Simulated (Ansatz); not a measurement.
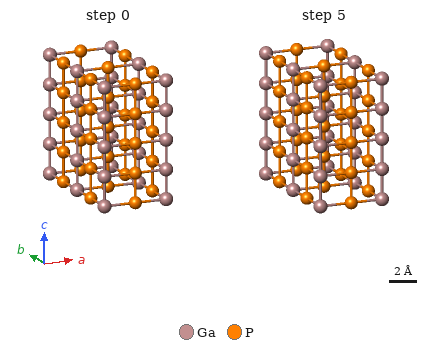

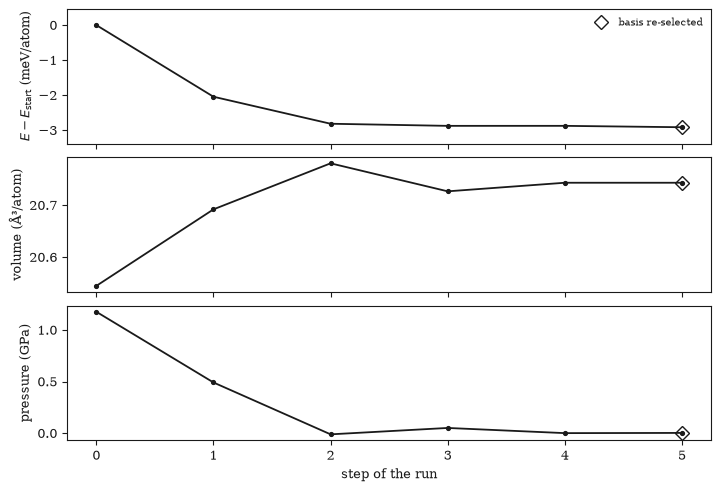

First and last geometry of a relaxation of solid GaP₂ (a generated structure, set up in P4/mmm), with the history of the run. The picture is a ball-and-stick view of the cell of the calculation, repeated 1 × 2 × 4 with one cell outlined, seen slightly off an axis.

Computed with DFT PBE, scalar-relativistic, plane waves, PAW (Ansatz).

The input:
```yaml
crystal:
  lattice:
    - [5.1290152028, 0.0, 0.0]
    - [0.0, 5.1290152028, 0.0]
    - [0.0, 0.0, 2.3428758096]
  atoms:
    - { symbol: Ga, position: [0.0, 0.0, 0.0] }
    - { symbol: P, position: [0.0, 0.5, 0.0] }
    - { symbol: P, position: [0.5, 0.0, 0.0] }
basis:
  ecutwfc: 420
kpoints:
  mp_grid: { grid: [10, 10, 20] }
hamiltonian:
  xc: pbe
scf:
  occupations: { method: gaussian, width: 0.1 }
output:
  forces: true
  stress: true
  eigenvalues: true
relax:
  adjacent_minimum: "off"
  f_tol: 0.01
  max_steps: 80
  cell: { stress_tol: 0.05 }
```

Launched with:
```bash
ansatz run input.yaml --threads 1 --pin off --max-ram 2560MiB --backend cpu --events-out ev --progress --plain --runs-dir out
```

Read the history and describe the run.

Answer. It converged. No atom moves by more than 0.005 Å relative to the cell. Cell: a = b 5.129 → 5.117 Å (−0.2 %), c 2.343 → 2.377 Å (+1.4 %). Volume +1.0 %. Among the contacts that change: P2–P2 2.343 → 2.377 Å, Ga1–Ga1 2.343 → 2.377 Å, Ga1–P2 2.565 → 2.558 Å. The space group stays P4/mmm (No. 123). Over 4 accepted moves (5 points after the start) the energy falls by 2.9 meV per atom. All forces vanish by symmetry, so only the cell relaxes. Pressure: 1.18 GPa at the start and 0.00 GPa at the end. At 1 point the geometry stayed and the basis and grid were re-selected for the new cell (energy shift of less than 0.05 meV per atom at most each time). Cost: 90 s on 1 thread of Arm Neoverse V1, with other jobs on the host, peak memory 0.48 GiB.
